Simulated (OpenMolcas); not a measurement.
**C2H3Al (ethynylalumane): a line through the functionals**

The species is C2H3Al (6 atoms), meant as a singlet with charge 0. As SMILES, `C#[C][AlH2]`. The coordinates come from a PBE0-D4/def2-TZVP relaxation.

The electronic atomisation energy y, in eV, basis def2-TZVP; a is the functional's share of exact exchange. Programs: OpenMolcas 26.06.

```
functional     program     a  y (eV)
    r2SCAN  OpenMolcas     0   22.50
      BLYP  OpenMolcas     0   22.29
     B3LYP  OpenMolcas   0.2       ?
      PBE0  OpenMolcas  0.25   22.33
     BHLYP  OpenMolcas   0.5   21.72
```

**Question.** Fit y = c + s·a to the known rows and predict B3LYP.

**Answer.** 
1. Means of the 4 rows: a = 0.1875, y = 22.210.
2. Σ(Δa)² = 0.17188, Σ(Δa·Δy) = -0.215, so the slope is -0.215/0.17188 = -1.2509.
3. Intercept: 22.210 − (-1.2509) × 0.1875 = 22.445. The largest residual of the fit is 0.20.
4. B3LYP: 22.445 + (-1.2509) × 0.2 = 22.19 eV.

The run gave 22.34 eV, so the prediction is off by -0.15 eV, within the largest residual. The rows mix families of semi-local functionals, which the line can't see.

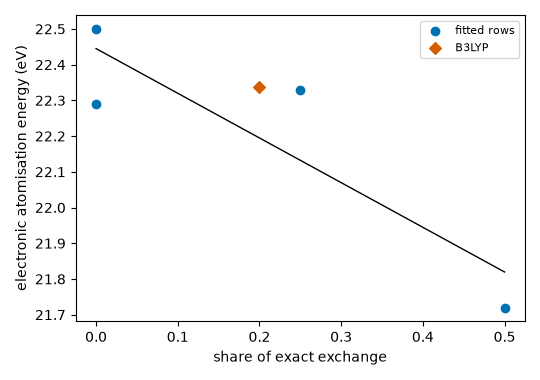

The fitted line, with the withheld row.
